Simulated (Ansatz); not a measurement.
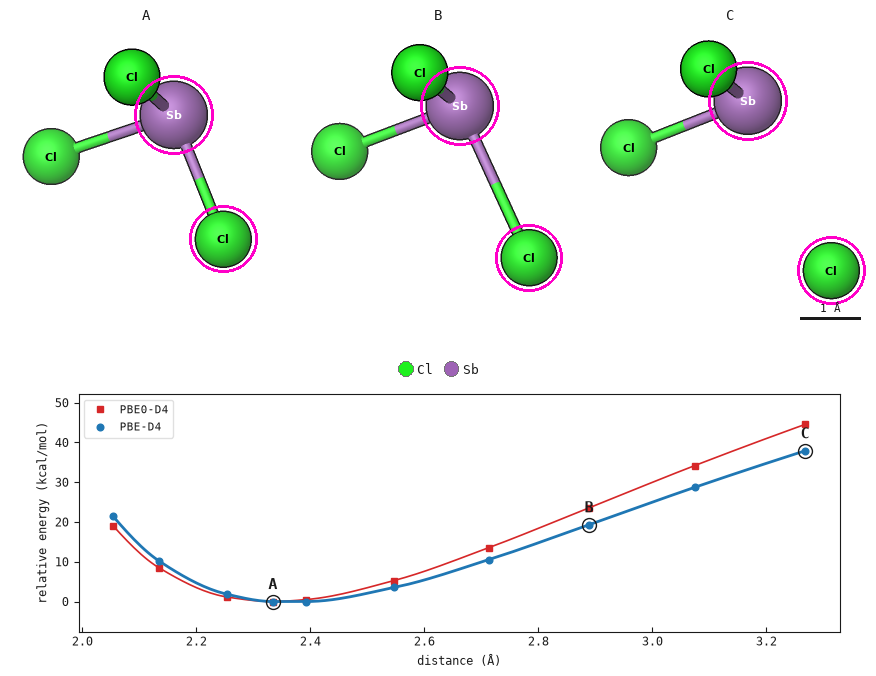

A scan of SbCl3: one Sb–Cl bond length is varied, with all other coordinates relaxed. The lettered frames are marked on the plot, at the values of PBE-D4. Style: ball-and-stick. Shown from a free direction. The ringed atoms are those of the scanned coordinate.

Computed with Ansatz: PBE-D4, PBE0-D4, basis def2-TZVPP, on geometries relaxed under the constraint at PBE0-D4/def2-TZVP. Elements past krypton carry the basis set's effective core potentials. Energies are counted from the PBE0-D4/def2-TZVP minimum geometry at the same level.

What does the scan show?

Answer. With PBE-D4: of the computed points the lowest is at the distance 2.334 Å, 0.0 kcal/mol. The end points stand at 21.4 kcal/mol (2.054 Å) and 37.9 kcal/mol (3.268 Å). The curvature at the lowest point is about 15 eV/Å² (2.3 mdyn/Å). The well is steeper on the short side, as for any bond. At 3.268 Å the levels give PBE-D4 37.9 kcal/mol, PBE0-D4 44.5 kcal/mol.

The computed points:

Energies in kcal/mol.

```
distance (Å)  PBE-D4  PBE0-D4
       2.054    21.4     19.0
       2.135    10.2      8.4
       2.254     1.8      1.1
       2.334     0.0      0.0
       2.393     0.0      0.5
       2.547     3.5      5.3
       2.713    10.5     13.5
       2.889    19.3     23.6
       3.074    28.7     34.2
       3.268    37.9     44.5
```
